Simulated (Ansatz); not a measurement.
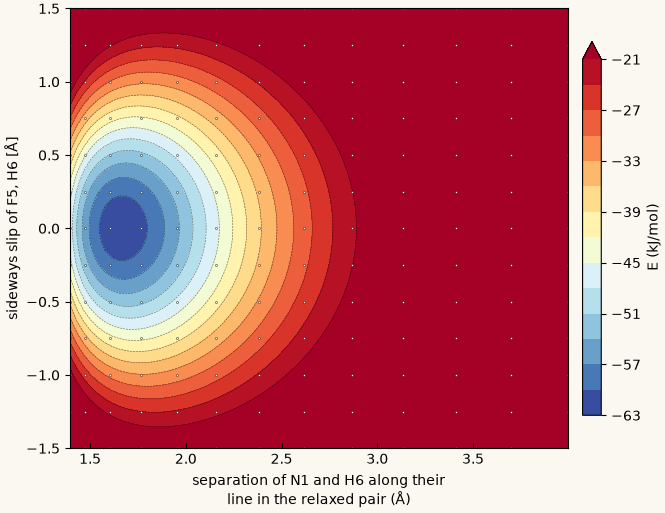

The pair H₃N···FH. First axis: separation of N1 and H6 along their line in the relaxed pair. Second axis: sideways slip of F5, H6. Nothing is relaxed (both partners rigid). Grid: 13 × 13 points. Points are written as (first, second). All energies are given in kJ/mol relative to the two partners far apart, frozen as in the relaxed pair, each in its own basis (no counterpoise correction). Theory: Ansatz, RKS B3LYP-D4/def2-TZVPD.

The picture shows filled contours, dots at the grid points, one colour for all values above the top of the scale. Between grid points the surface is interpolated.

Question: Estimate the position of the minimum and the force constants in these coordinates.

Answer: The interpolated minimum is at the first coordinate ≈ 1.660 Å, sideways slip of F5, H6 ≈ 0.00 Å. The curvatures there are about 2.9 eV/Å² and 0.95 eV/Å², with a cross term of about 0 eV/Å². Round the minimum the two coordinates are nearly uncoupled. (1 eV is 96.5 kJ/mol.)
